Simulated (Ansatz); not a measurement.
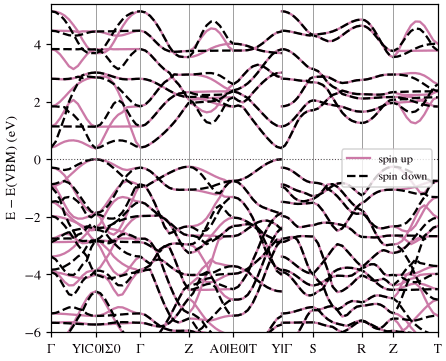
Figure: Band structure from r²SCAN in the plane-wave PAW code Ansatz

Question: Read off the gap and where the band edges lie.

Answer: About 0.4 eV (0.38 eV by a search for the band edges); maximum at Y, minimum at Y.

The material is MnO2 (rutile, P4_2/mnm).

The r²SCAN relaxation kept the symmetry of its start, as lowered by the spin order. Spin order of the final state: antiferromagnetic, chosen from 5 collinear starts compared on coarse meshes (ties went to the first, and starts can fall back to one state), not a proven ground state. Textbook magnetic order: helical. Other orbital occupations within this spin state were not tried. No Hubbard U is applied.

Potentials: the later of the program's two PAW sets.
